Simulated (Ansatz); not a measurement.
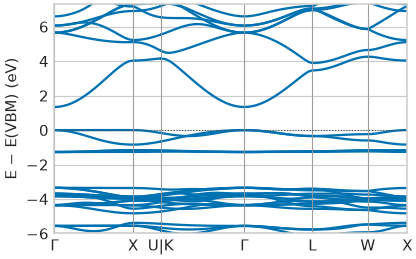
Fig. 1. Band structure from DFT-LDA in the program Ansatz with PAW potentials

Q: Read off the gap and where the band edges lie.

A: About 1.3 eV (1.34 eV by a search for the band edges); maximum at X, minimum at Γ.

The material is Rb2InAgF6 in space group Fm-3m (No. 225; Rb on 8c, In on 4a, Ag on 4b, F on 24e).

The first step of the workflow began from a Materials Project structure, measured or hypothetical; the Crystallography Open Database copy checked does not list it. Its standing as an ambient phase is unchecked. The cell was relaxed with LDA under the symmetry of its start. At this level the phase is dynamically unstable (imaginary phonons). The run is not spin-polarised. Scalar-relativistic: spin–orbit coupling is off unless named, which matters more the heavier the elements.

Potentials: the later of the program's two PAW sets.
